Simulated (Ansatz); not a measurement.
# How YAu (Pm-3m) expands on warming, part 2 of 2

Aim: the lattice, expansion, heat capacity and bulk modulus of YAu as it warms.

Ansatz 0.2.0; DFT LDA, scalar-relativistic, plane waves, PAW.

So far. Step 2 (A first coarse run): The start is under -3.4 GPa at this level and looks like a metal on this mesh. Step 4 (Relaxing to small residual forces and stress): The residual pressure is 1.4e-4 GPa, small enough for phonons. The relaxed cell has a = 3.514 Å (conventional setting).

**5. The quasi-harmonic study**

Thermal expansion follows from how the free energy of the vibrations (and of the electrons in a metal) changes with strain, so the program makes strained cells, their phonons and a fit in one run.

input.yaml

```yaml
crystal:
  lattice:
    - [3.5142270428, 0.0, 0.0]
    - [0.0, 3.5142270428, 0.0]
    - [0.0, 0.0, 3.5142270428]
  atoms:
    - { symbol: "Y", position: [0.5, 0.5, 0.5] }
    - { symbol: Au, position: [0.0, 0.0, 0.0] }
kpoints:
  mp_grid: { grid: [12, 12, 12] }
hamiltonian:
  xc: lda
scf:
  occupations: { method: methfessel_paxton, width: 0.15 }
output:
  eigenvalues: true
phonons:
  method: dfpt
  qmesh: [2, 2, 2]
  temperatures: { t_max: 900.0, t_step: 50 }
  thermal_expansion: {}
```

On the command line:

```sh
ansatz run input.yaml --threads 4 --pin off --max-ram 8192MiB --backend cpu --events-out ev --progress --plain --runs-dir out
```

Numbers of over 12 decimals in the logs are rounded to 6 here.

Output:

```text
The last accepted step is kept in <dir> (removed where the run ends without a failure and the disk answers)
Engine: ansatz 0.2.0, x86_64-unknown-linux-gnu
Pseudopotentials: kind: paw
Pseudopotential: Y, paw, valence charge 11, recommended cutoff 420 eV (normal), Y.paw.azcp
Pseudopotential: Au, paw, valence charge 19, recommended cutoff 420 eV (normal), Au.paw.azcp
Functional definition: SPW92
  exchange = slater_x
  correlation = pw_c
Crystal: 2 atoms, lattice volume = 43.400 Å³
Basis set: ecut = 487.2 eV, 1045 PW (Γ), exchange–correlation on 54×54×54 points (8 copies of the dense FFT grid, shifted against one another)
Bands: 19, of which v1, the nominal top of the filled ones, is band 15 counted from 1 (14 counted from 0)
Symmetry: 48 space group operations
Space group: Pm-3m (ITA 221), of the structure as read, at distance tolerance 3.5e-5 Å
k-points: 84 of 1728
Non-local potential: Y, projectors of the file, l = 0: 3, l = 1: 2, l = 2: 2, l = 3: 1
Non-local potential: Au, projectors of the file, l = 0: 3, l = 1: 2, l = 2: 2, l = 3: 1
PAW form: soft (Blöchl's): semilocal exchange-correlation on the pseudo side does not see the compensation charge
PAW frozen core: Y, regenerated for the run's functional, and the local potential with it (the file was generated under x = pbe(κ = 0.804, μ = 0.219515), c = pbe(β = 0.066725))
PAW frozen core: Au, regenerated for the run's functional, and the local potential with it (the file was generated under x = pbe(κ = 0.804, μ = 0.219515), c = pbe(β = 0.066725))
PAW one-centre angular grid: Y, 590 points (default); XC on 64 Gauss nodes
PAW one-centre angular grid: Au, 590 points (default); XC on 64 Gauss nodes
Initial density: superposition of atomic densities (neutral atoms: chi_scale 0, normalization atom), corrected by the library's trained network
Initial wavefunctions: pseudopotential atomic-orbital guess
Functional: x = slater, c = lda
SCF iter   1: F=—  HF=-16612.310840 eV  |F-HF|=—  |Δ(HF+E_count)|=         —  Δρ=6.08e-3  dr2=7.91e-3  ethr=1.77e-3  ⟨swp⟩=4.3  Hψ=6302  notcnv=0
preconditioner: auto → Kerker (q_TF=auto, 2.565 Å⁻¹)  [metal: Δε(μ)=0.054 eV  Ē_g=12.161 eV  σ=0.150 eV  W_gap=0.28  n_scr=18 (ndim 8)  ℏωp=25.2 eV  f_vac=0.000  D(μ)=0.58/eV (n_scr^D=0)]
SCF iter   2: F=—  HF=-16612.310565 eV  |F-HF|=—  |Δ(HF+E_count)|=   2.75e-4  S|Δr|=    0.00e0  Δρ=3.06e-3  dr2=1.45e-3  ethr=2.64e-5  ⟨swp⟩=2.1  Hψ=2728  notcnv=0
SCF iter   3: F=—  HF=-16612.310033 eV  |F-HF|=—  |Δ(HF+E_count)|=   5.32e-4  S|Δr|=    0.00e0  Δρ=6.22e-4  dr2=9.55e-5  ethr=4.84e-6  ⟨swp⟩=2.2  Hψ=2459  notcnv=0
SCF iter   4: F=—  HF=-16612.309996 eV  |F-HF|=—  |Δ(HF+E_count)|=   3.72e-5  S|Δr|=    0.00e0  Δρ=1.00e-4  dr2=5.35e-6  ethr=3.18e-7  ⟨swp⟩=2.4  Hψ=2477  notcnv=0
[...]
Free energy (F): -16612.309986 eV
Harris-Foulkes:  -16612.309986 eV  (|F-HF|=3.64e-12)
Internal energy: -16612.313613 eV  (E = F + TS)
E sigma→0 (E₀):  -16612.310893 eV
Entropy (-TS):   0.003627 eV (1.813 meV/atom)
Fermi energy:    15.581981 eV
--- Per-component energies (eV) ---
  E_band       = -375.314097
  E_kinetic    = 912.741407
  E_local      = -2722.747967  (includes V_loc(G=0)·N_el)
  E_nonlocal   = 131.647469
  E_hartree    = 1101.072246
  E_xc         = -400.802959
  E_vxc        = -476.644510  (∫ρ·V_xc dr)
  E_paw        = -12146.468666  (= ΣΔE_a)
  E_vpaw       = -422.455969  (= ΣTr[D̂ρ^β])
  E_aug_tail   = 0.000912  (compensation charges beyond the density's cutoff)
  E_ewald      = -3488.608357
  E_core_change = 0.852303  (= ΣΔE_core)
  E_smearing   = 0.003627  (= −TS)
  E_closure    = 0.000000  (closes the sum)
  Σ components = -16612.309986   (vs F -16612.309986, Δ=0.00e0)
--- Forces (eV/Å), atoms counted from 1 ---
  atom   1  Y      0.00000000     0.00000000     0.00000000
  atom   2  Au    -0.00000000    -0.00000000     0.00000000
  max |Σ_I F_I| component: 2.31e-29 eV/Å
--- Stress (GPa, compression-positive) ---
       -0.001525       0.000000       0.000000
        0.000000      -0.001525       0.000000
        0.000000       0.000000      -0.001525
  P = ⅓ Tr σ = -0.0015 GPa (-0.015 kbar)
--- Band table (eV; the first three rows and the last of 84) ---
  k-point 0: bands = [... 11 lower, 10.9966, 10.9966, 10.9966, 16.4724, 16.4724, 20.2162, 20.2162, 20.2162]
  k-point 1: bands = [... 11 lower, 10.9846, 10.9846, 11.0080, 16.4064, 16.4796, 19.5759, 19.5759, 20.1750]
  k-point 2: bands = [... 11 lower, 10.9528, 10.9528, 11.0396, 16.2246, 16.3760, 18.6965, 18.6965, 20.0632]
  k-point 83: bands = [... 11 lower, 11.7863, 11.7863, 13.6515, 13.6515, 13.6515, 15.5339, 21.2205, 21.2205]
── thermal expansion: 3 new cells, 3 in all ──
thermal expansion: relaxation of cell 2
thermal expansion: relaxation of cell 3
── thermal expansion: 2 new cells, 5 in all ──
thermal expansion: relaxation of cell 4
thermal expansion: lower-state search of cell 4
thermal expansion: electrons of cell 4
thermal expansion: phonons of cell 4
WARN: thermal expansion: vibrations_at_or_below_zero in the phonons of 1 cell: 4
this run last wrote the structure of step 1 to <dir>
--- Relaxed structure (1 steps of the walk, 1 accepted, 0 SCFs on fresh bases) ---
  F+E_penalty+E_count = -16612.30998609 eV   max|allowed force component| = 1.262e-29 eV/Å
  atoms:
    - { symbol: Y, position: [0.5, 0.5, 0.5] }
    - { symbol: Au, position: [0.0, 0.0, 0.0] }
--- Thermal expansion: 5 cells in 2 rounds, 0 GPa ---
  no lower state was reached at cell 4; its state was not examined: fill_not_monotonic
  not told: vibrations stand at or below zero in cell 4 (0.750 modes a cell, the lowest at -11.3 cm⁻¹): the crystal is at no minimum there, or its k-points are too few: type the crystal that it becomes, another pressure, or a denser kpoints.mp_grid, in a new run
  vibrations_at_or_below_zero in the phonons of 1 cell: 4
Error: vibrations stand at or below zero in cell 4 (0.750 modes a cell, the lowest at -11.3 cm⁻¹): the crystal is at no minimum there, or its k-points are too few: type the crystal that it becomes, another pressure, or a denser kpoints.mp_grid, in a new run
[key lines of the parts left out:]
SCF converged after 8 iterations
```

It took 96 s on 4 threads of Intel Xeon 6975P-C (Granite Rapids), shared host; peak memory 1.2 GiB.

The run ended with an error.

The program's message: “vibrations stand at or below zero in cell 4 (0.750 modes a cell, the lowest at -11.3 cm⁻¹): the crystal is at no minimum there, or its k-points are too few: type the crystal that it becomes, another p …”

**6. Phonons of the refused cell**

The study refused this cell, so its phonons are run alone to see which modes are imaginary.

input.yaml, the sections that differ from step 5:

```yaml
phonons:
  method: dfpt
  qmesh: [2, 2, 2]
  temperatures: { t_max: 1000, t_step: 50 }
  qpath:
    path:
      - [[0.0, 0.0, 0.0], [0.0, 0.5, 0.0], [0.5, 0.5, 0.0], [0.0, 0.0, 0.0], [0.5, 0.5, 0.5], [0.0, 0.5, 0.0]]
      - [[0.5, 0.5, 0.5], [0.5, 0.5, 0.0]]
    npoints: 10
# crystal, kpoints, hamiltonian, scf, output: as in step 5
```

Output:

```text
[...]
Crystal: 2 atoms, lattice volume = 43.400 Å³
Basis set: ecut = 420 eV, 847 PW (Γ), exchange–correlation on 48×48×48 points (8 copies of the dense FFT grid, shifted against one another)
Bands: 19, of which v1, the nominal top of the filled ones, is band 15 counted from 1 (14 counted from 0)
Symmetry: 48 space group operations
k-points: 84 of 1728
[...]
SCF iter   1: F=—  HF=-16612.309943 eV  |F-HF|=—  |Δ(HF+E_count)|=         —  Δρ=6.15e-3  dr2=7.93e-3  ethr=1.77e-3  ⟨swp⟩=4.2  Hψ=6288  notcnv=0
[...]
SCF iter   8: F=-16612.308990 eV  HF=-16612.308990 eV  |F-HF|=3.64e-12  |Δ(HF+E_count)|=  3.64e-12  S|Δr|=    0.00e0  Δρ=8.69e-8  dr2=3.99e-12  ethr=1.00e-12  ⟨swp⟩=5.5  Hψ=6569  notcnv=0
SCF 1 converged in 8 iterations: F = -16612.308990 eV  dr2 = 3.99e-12
[...]
SCF iter   3: F=-16612.308990 eV  HF=-16612.308990 eV  |F-HF|=3.64e-12  |Δ(HF+E_count)|=    0.00e0  S|Δr|=    0.00e0  Δρ=7.73e-8  dr2=2.26e-12  ethr=1.00e-12  ⟨swp⟩=1.0  Hψ=3528  notcnv=0
SCF 2 converged in 3 iterations: F = -16612.308990 eV  dr2 = 2.26e-12
phonons: the bands overlap, so this run is a metal and interpolates without the dipole-dipole term. If the crystal is really an insulator or semiconductor, its LO-TO splitting is missing
NSCF: frozen V_eff on 84 k-points
[...]
DFPT response loops at q = (0, 0, 0) (fractional): preconditioner auto → Kerker (q_TF=auto, 2.565 Å⁻¹) (partly filled bands, converged f_vac=0.000); β = 1.00, the filter's whole step (`scf.mixing.beta` (0.50) is not read by the response loops under this deck's `scf.mixing.preconditioner`; to damp them name `kerker` or `kerker_dos`, under which they read `scf.mixing.beta`, and type it under 1.00, their step now; both keys bind the ground state too); Broyden in place of MSR1
[...]
SCF converged after 8 iterations
[...]
Free energy (F): -16612.308990 eV
[...]
Internal energy: -16612.312617 eV  (E = F + TS)
E sigma→0 (E₀):  -16612.309897 eV
Entropy (-TS):   0.003627 eV (1.813 meV/atom)
Fermi energy:    15.582082 eV
[...]
--- Band table (eV; the first three rows and the last of 84) ---
  k-point 0: bands = [... 11 lower, 10.9965, 10.9965, 10.9965, 16.4724, 16.4724, 20.2162, 20.2162, 20.2162]
  k-point 1: bands = [... 11 lower, 10.9846, 10.9846, 11.0080, 16.4065, 16.4797, 19.5760, 19.5760, 20.1750]
  k-point 2: bands = [... 11 lower, 10.9528, 10.9528, 11.0396, 16.2247, 16.3761, 18.6966, 18.6966, 20.0632]
  k-point 83: bands = [... 11 lower, 11.7863, 11.7863, 13.6517, 13.6517, 13.6517, 15.5341, 21.2206, 21.2206]
--- Phonons (Γ-DFPT): 2 representative perturbations + reference (Σ response iterations 6) ---
  ASR residual: 2.581e-5 → 0.000e0 eV/Å²; symmetrization residual: 1.242e-5 eV/Å²
  ASR residual per site (eV/Å²): 2.58e-5 2.37e-5
  Γ frequencies (cm⁻¹): 0.00 0.00 0.00 108.94 108.94 108.94
--- Phonons (arbitrary-q DFPT): 4 irreducible q on the 2×2×2 mesh ---
  q = [0.0000, 0.0000, 0.0000] (star 1, of the zone-centre solve; hermiticity 9.29e-6, symmetrization 1.21e-12): -0.00 0.00 0.00 108.94 108.94 108.94
  q = [0.0000, 0.0000, -0.5000] (star 3, 4 solved perturbations in 1078 linear systems a pass and spin channel, the states on 343 of 1728 k-point pairs; hermiticity 3.13e-9, symmetrization 1.52e-9): 58.85 58.85 70.67 98.95 98.95 187.64
[...]
q = [-0.5000, -0.5000, -0.5000] (star 1, 2 solved perturbations on 196 of 1728 k-point pairs; hermiticity 1.33e-9, symmetrization 6.65e-10): 47.58 47.58 47.58 163.27 163.27 163.27
  sum rule: each row above includes the acoustic sum rule's correction from the zone centre's row sums; it moved no ω² by more than (0.28 cm⁻¹)²
  mesh force constants: q→R imaginary residual 1.70e-17; ASR residual 2.581e-5 → 0.000e0 eV/Å²; symmetrization residual 3.553e-15 eV/Å²
  interpolated dispersion: 62 rows × 6 modes
  density of states and harmonic sums: on the 18×18×18 q-mesh, interpolated from the force constants of a 2×2×2 supercell (no non-analytic term)
  largest difference from the sums on the solved wave vectors: F 3.04e-1 eV, S 4.01e-4 and C_V 9.63e-5 eV/K
  zero-point energy: 0.033217 eV/cell   skipped modes (ω ≤ 0): 9, of them read as no rigid motion or as one in doubt: 6 (7.202e-3 modes/cell left out, lowest -11.21 cm⁻¹)   left out of the sums: 1.29e-3 of the cell's modes: C_V's classical limit lies that fraction below 3 k_B per atom; for a crystal, a wire or a layer, F and S can be off by more, and a phonons.interpolated_qmesh denser along its periods is the remedy for the sampling
```

The job ended after 45 s (4 threads; peak memory 1.1 GiB).

Numbers from this step:

```
Γ frequencies                : 0, 0, 0, 108.9, 108.9, 108.9 cm⁻¹ (negative: imaginary)
lowest frequency on the path : -11.21 cm⁻¹
point group                  : m-3m
highest frequency            : 187.6 cm⁻¹
```

No LO-TO term. Phonon branches along the path, in cm⁻¹:

| point | branch 1 | branch 2 | branch 3 | branch 4 | branch 5 | branch 6 |
| --- | --- | --- | --- | --- | --- | --- |
| Γ | 0 | 0 | 0 | 109 | 109 | 109 |
| X | 59 | 59 | 71 | 99 | 99 | 188 |
| M | -11 | -11 | 41 | 83 | 162 | 162 |
| Γ | 0 | 0 | 0 | 109 | 109 | 109 |
| R | 48 | 48 | 48 | 163 | 163 | 163 |
| X | 59 | 59 | 71 | 99 | 99 | 188 |
| jump to R | 48 | 48 | 48 | 163 | 163 | 163 |
| M | -11 | -11 | 41 | 83 | 162 | 162 |

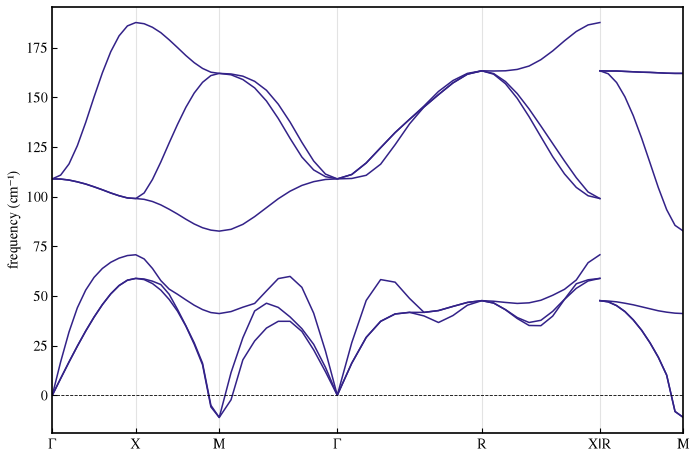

Phonon branches along the path.

The phonon density of states has structure finer than the step of the table below, so its rows give means over 20 cm⁻¹, whole bins alone (the curve runs from -11 to 189 cm⁻¹). Peaks (cm⁻¹: height): 39.0: 0.126, 45.0: 0.185, 163.0: 0.0863.

Tetrahedra on 18 18 18, mean over bins of 2 cm⁻¹. Phonon density of states against wavenumber; means over each step:

```csv
wavenumber (cm⁻¹),phonon density of states (1/cm⁻¹/cell)
0,8.7e-4
20,0.0133
40,0.103
60,0.0329
80,0.00220
100,0.0315
120,0.0304
140,0.0297
160,0.0462
```

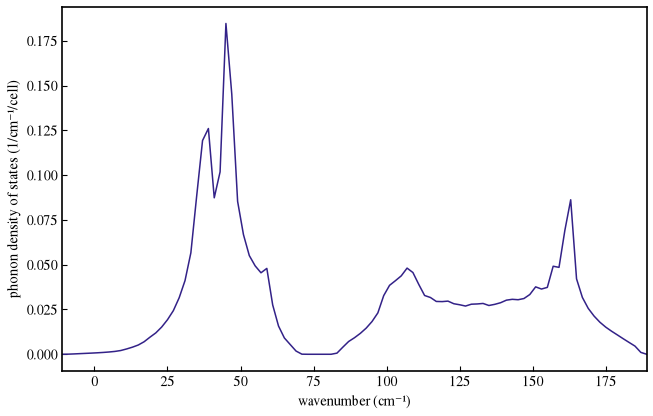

Phonon density of states, plotted against wavenumber.

No LO-TO term. The modes at Γ (shares of kinetic energy by element, %):

```csv
mode,frequency (cm⁻¹),symmetry,Y %,Au %
1,0.0,T1u,31,69
2,0.0,T1u,31,69
3,0.0,T1u,31,69
4,108.9,T1u,69,31
5,108.9,T1u,69,31
6,108.9,T1u,69,31
```

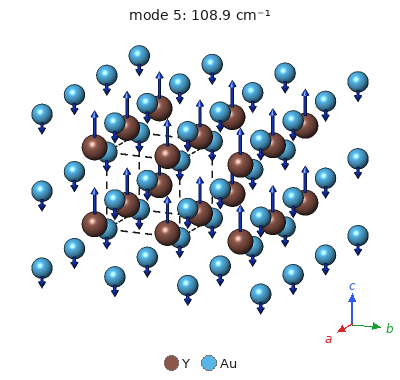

Displacement patterns of mode 5 at Γ; arrows are exaggerated. 3×3×2 cells are drawn. Some periodic images of atoms are drawn too.

Lowest modes at the softest wavevector of the mesh; phase exp(i q.(R + tau)). The modes at q = (0.000, 0.500, 0.500) (shares of kinetic energy by element, %) (negative means imaginary):

```
mode  frequency (cm⁻¹)  Y %  Au %
   1             -11.2    7    93
   2             -11.2    7    93
   3              41.1    0   100
   4              82.6  100     0
   5             162.0   93     7
   6             162.0   93     7
```

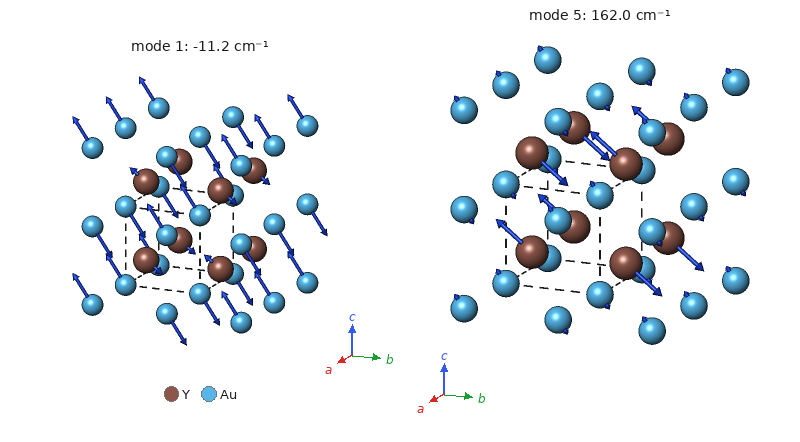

Displacement patterns of modes 1 and 5 at q = (0.000, 0.500, 0.500); arrows are exaggerated. 2×2×2 cells are drawn. Some periodic images of atoms are drawn too.

The modes has structure finer than the step of the table below, so its rows give means over 20 cm⁻¹, whole bins alone (the curve runs from -19.1 to 203 cm⁻¹). Peaks (cm⁻¹: height): Au 45.0: 0.138; Y 38.1: 0.0096, 103.6: 0.0378, 123.2: 0.0302, 132.9: 0.0308, 144.1: 0.0396, 162.2: 0.0638.

Phonopy on the run's constants, 17x17x17 mesh, Gaussian sigma 2.0 cm⁻¹. The modes by wavenumber; means over each step; values in 1/cm⁻¹/cell:

```csv
wavenumber (cm⁻¹),Au,Y
0,7.8e-4,8.3e-5
20,0.0125,0.00144
40,0.0941,0.00665
60,0.0330,0.00108
80,1.7e-4,0.00261
100,0.00277,0.0280
120,0.00262,0.0279
140,0.00173,0.0277
160,0.00192,0.0442
180,2.1e-4,0.0104
```

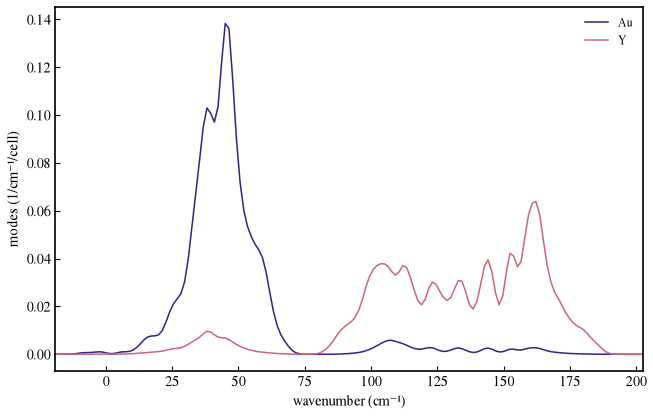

Modes, plotted against wavenumber.

The lowest solved frequency is -11.2 cm⁻¹, so the cell is unstable here and gives no valid free energy.

**7. Outcome**

* lowest frequency at the solved wavevectors: -11.2 cm⁻¹

**Reading.** With imaginary harmonic modes at the relaxed cell the quasi-harmonic free energy is undefined, so no expansion is obtained for this phase at this level. The softest solved mode is 11i cm⁻¹ at q = (0, -0.5, -0.5), and 1 of 4 solved wavevectors carry a mode beyond 8i cm⁻¹. The starting cell comes from a crystallographic database, so the instability may belong to the level of theory or to the 0 K harmonic picture and not to the crystal. The q-mesh is coarse, so only a few wavevectors were solved. In a metal soft modes also hang on the k-mesh and the smearing, which were not converged here. The PAW files were made for PBE and are used here under another functional, for which the program regenerates the frozen cores.

[Logs are printed without paths, hosts, clocks, repeated set-up lines and the standing remarks that a program may print on its own settings, such as how far it seeks lower states.]

[Hosts, paths, dates, database ids (printed as entryN), source tags and the programs' standing remarks are cut or masked in the printed files.]

[A step with changed settings may run another functional than the one named; its input shows which.]
